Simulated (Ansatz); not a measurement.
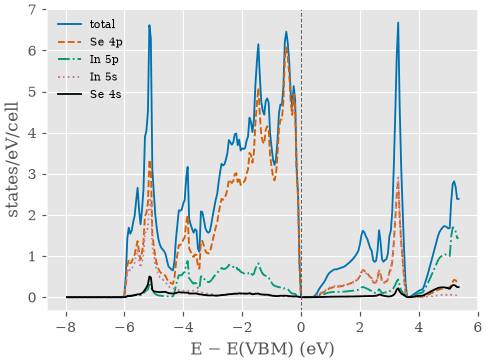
Figure. Total and projected density of states of In₂Se₃ (La2O3 or Ni2Al3 type, P-3m1), r²SCAN+D4 in the plane-wave PAW code Ansatz

Problem. Which orbitals carry the states next to the gap?

Solution. Top 1 eV of the valence band: Se 4p 94 %. Bottom 1 eV of the conduction band: In 5s 40 %, Se 4p 36 %, In 5p 19 %. Projections are on Löwdin-orthogonalised atomic valence shells; empty p or d shells of many metals are not among them.

Problem. Where is the tallest occupied peak in this window, and what makes it?

Solution. Near -5.2 eV, about 6.6 states/eV per cell; the largest projected share is Se 4p.

The first step of the workflow began from a Materials Project structure, measured or hypothetical; the Crystallography Open Database copy checked does not list it. COD files the formula under space group No. 160, 166, 169, 170, so this cell is another polymorph or a model. Its standing as an ambient phase is unchecked. Symmetry was held in the r²SCAN+D4 relaxation; its stability against distortions is not shown here. Spin–orbit coupling is left out wherever it is not named.

Potentials: the later of the program's two PAW sets.
